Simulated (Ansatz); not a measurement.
Ge$_{2}$H$_{4}$S$_{2}$ (cyclo-(H2GeS)2)

```xyz
8

Ge    1.4272    0.0444    0.4010
H     2.1425   -1.0699    1.1829
H     2.3819    1.2089    0.0891
S    -0.4300    0.7421    1.4483
Ge   -1.4272   -0.0442   -0.4011
H    -2.3794   -1.2104   -0.0877
H    -2.1453    1.0683   -1.1829
S     0.4303   -0.7393   -1.4497
```

Geometry: PBE0-D4/def2-SVP.

Theory: RKS PBE0-D4/def2-TZVP in Ansatz 0.2.0.

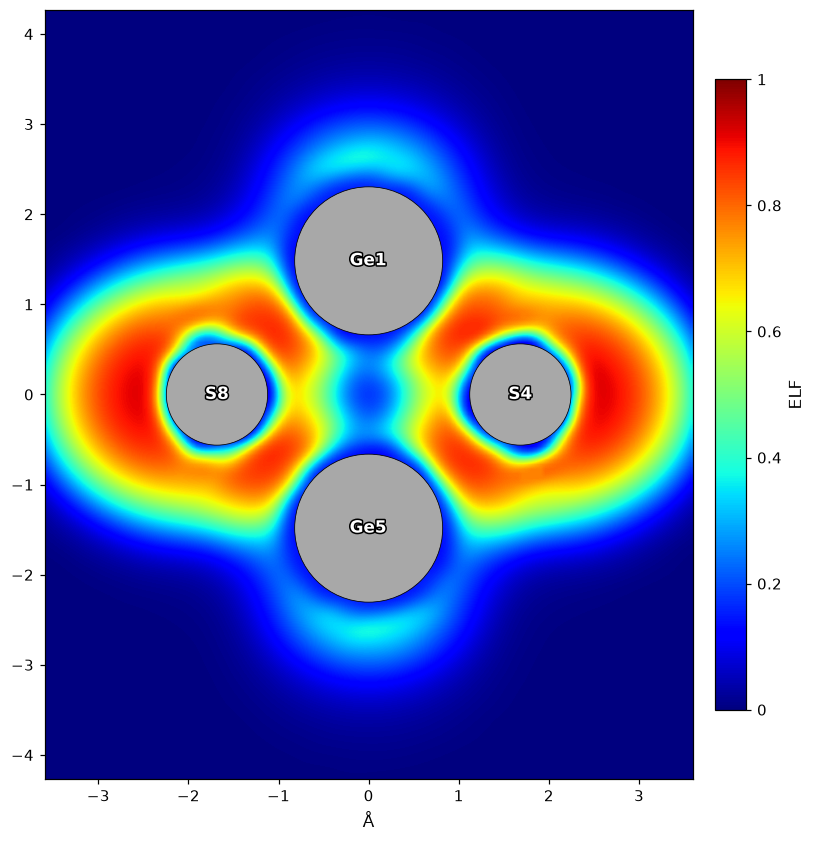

Figure 1. ELF on the plane of atoms S4, Ge5 and S8. Grey discs cover the atomic cores.

**What do the fields say about this system?**

- The plane passes through Ge and S nuclei.
- Ge–S (2.24 Å): the ELF peaks at about 0.85 in the valence shell of S, 1.0 Å from its nucleus, and is about 0.80 at the midpoint.
- The ELF also peaks beside S8 and S4, away from the bonds: lone-pair regions.

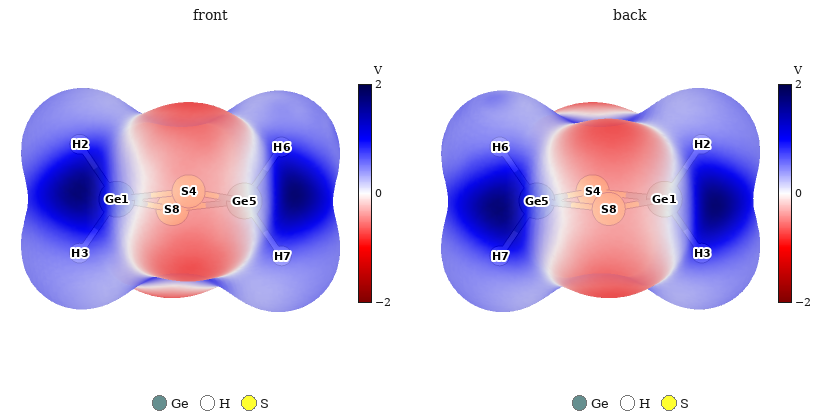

Figure 2. The molecular electrostatic potential painted on the density surface at 0.002 e/bohr³, seen from the front and from behind; red is negative and blue positive.

**Which sites attract a positive test charge, and which a negative one?**

A positive charge is drawn to the negative regions and a negative charge to the positive ones. The most negative region (about −0.7 V) lies over S4 and S8, the most positive (about +1.8 V) over Ge1 and Ge5.

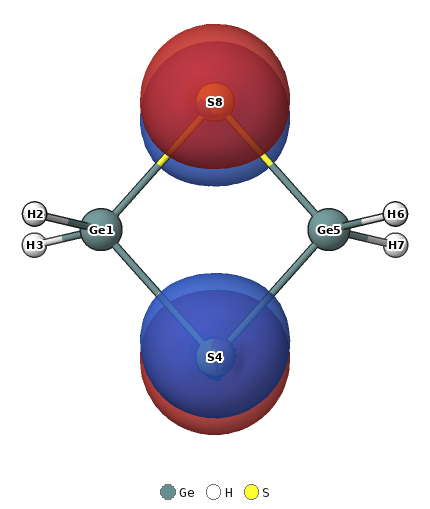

Figure 3. The HOMO−1 at ±0.15 Å⁻³ᐟ² (red and blue are the two phases), seen from one side.

**What is the character of this orbital?**

It lies mainly on S4 (about 45 %), S8 (about 45 %) and Ge5 (about 5 %); it is gerade (even under inversion); largely a combination of lone pairs on S4 and S8. Its energy is −7.50 eV.
